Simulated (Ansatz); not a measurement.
**Fields on a plane of BiRh (NiAs type)**

```yaml
crystal:
  lattice:
    - [4.12992, 0.00000, 0.00000]
    - [-2.06496, 3.57662, 0.00000]
    - [0.00000, 0.00000, 5.69239]
  atoms:
    - { symbol: Bi, position: [0.33333, 0.66667, 0.25000] }
    - { symbol: Bi, position: [0.66667, 0.33333, 0.75000] }
    - { symbol: Rh, position: [0.00000, 0.00000, 0.50000] }
    - { symbol: Rh, position: [0.00000, 0.00000, 0.00000] }
```

The slice is a (-1 1 0 2) plane (indices of the conventional cell) through the point (0.667, 0.333, 0.750) (fractional), spanned by u = [110] and v = [1 -1 1] in vectors of this cell: u (4.13 Å) and v (9.14 Å, at 90° to u). It covers one period; positions are fractions (u, v).

Atoms on it: Bi at (0.00, 0.00). Other atoms lie within 1 Å of the plane.

The numbers are results of r2SCAN (plane waves to 500 eV, PAW, scalar-relativistic; Ansatz, an electronic-structure program), not measurements. k mesh 13×13×8. Inside the PAW spheres the values are not all-electron values, and peaks at nuclei hang on which shells count as valence. BiRh is run without spin polarisation. BiRh was relaxed with its symmetry unable to fall. Spin-orbit coupling is left out, though Bi is heavy.

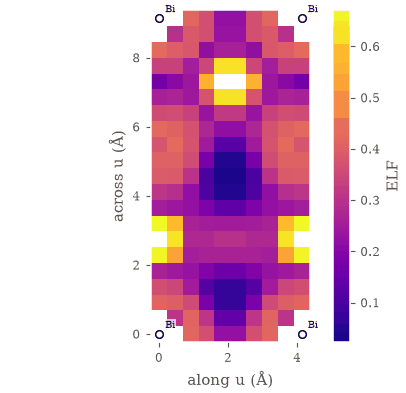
*Electron localisation function (ELF), one period of the plane, atoms marked. Points within 0.5 Å of a nucleus are left white, as the pseudised field means little there.*

```tsv
v \ u	0.00	0.22	0.44	0.67	0.89
0.90	0.0	-0.4	-0.2	-0.4	-0.2
0.75	-0.8	-0.6	0.6	0.0	-0.8
0.60	0.4	-0.4	-1.1	-0.9	0.1
0.45	-0.5	-0.9	-1.4	-1.2	-0.6
0.30	1.0	-0.1	-0.7	-0.6	0.7
0.15	-0.5	-0.8	-1.3	-1.1	-0.6
0.00	0.9	0.0	-0.9	-0.6	0.7
```

Values: log₁₀ of the valence density in e/Å³. The scale is logarithmic, as a density can span decades between atoms and voids.
